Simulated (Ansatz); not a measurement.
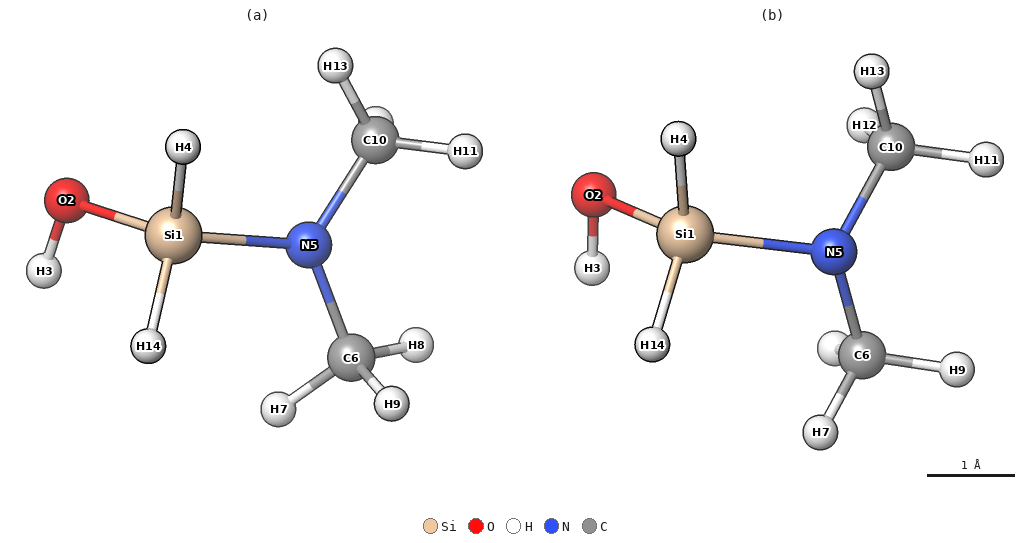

The structure of C2H9NOSi before (left) and after (right) a relaxation, at one scale.

Style: ball-and-stick. Shown at a tilt.

The run prepares the start of a later molecular dynamics calculation, from a guessed geometry.

Computed with RKS PBE-D4/STO-3G (Ansatz 0.2.0).

Input
```yaml
crystal:
  periodic: [false, false, false]
  atoms:
    - { symbol: Si, position_ang: [0.0, 0.0, 0.0] }
    - { symbol: O, position_ang: [0.0, 0.0, 1.68] }
    - { symbol: H, position_ang: [-0.9095, -0.2814, 2.0171] }
    - { symbol: H, position_ang: [1.3768, 0.0, -0.4862] }
    - { symbol: "N", position_ang: [-0.8572, 1.4851, -0.6061] }
    - { symbol: C, position_ang: [-2.2719, 1.4087, -0.9981] }
    - { symbol: H, position_ang: [-2.8245, 0.7784, -0.2704] }
    - { symbol: H, position_ang: [-2.7088, 2.429, -1.0098] }
    - { symbol: H, position_ang: [-2.3521, 0.9607, -2.0106] }
    - { symbol: C, position_ang: [-0.1354, 2.762, -0.7039] }
    - { symbol: H, position_ang: [-0.2436, 3.1711, -1.73] }
    - { symbol: H, position_ang: [-0.5567, 3.4827, 0.0276] }
    - { symbol: H, position_ang: [0.9399, 2.5975, -0.4831] }
    - { symbol: H, position_ang: [-0.6877, -1.1914, -0.4862] }
basis:
  gaussian: { orbitals: STO-3G }
hamiltonian:
  xc: pbe
  dispersion: d4
relax:
  f_tol: 0.02
  max_steps: 40
```

Command:
```bash
ansatz run input.yaml --threads 1 --pin off --max-ram 2048MiB --backend cpu --events-out ev --progress --plain --runs-dir out
```

> What changed between the two?

The energy falls by 0.443 eV in 13 accepted moves (14 points after the start). Largest force component: 2.3 eV/Å at the start, 0.018 eV/Å at the end. The line search rejected the trial step at point 8 of the run. The largest move after the best rigid fit is that of H8, 1.14 Å. By element the largest moves are H 1.14 Å, N 0.47 Å, O 0.31 Å, C 0.18 Å, Si 0.06 Å. Near-neighbour distances that change, for instance: Si1–O2 1.680 → 1.731 Å, Si1–N5 1.819 → 1.786 Å, N5–C10 1.470 → 1.501 Å, O2–H3 1.010 → 1.035 Å. Bond angles that change, for instance: C6–N5–C10 120.0° → 109.9°, O2–Si1–N5 109.5° → 116.6°, Si1–O2–H3 109.5° → 102.7°. The run took 45 s on 1 thread of Intel(R) Xeon(R) Platinum 8488C (Sapphire Rapids) (shared host), peak memory 0.16 GiB.

Limits of the set-up: STO-3G is a minimal basis, so the numbers are rough.
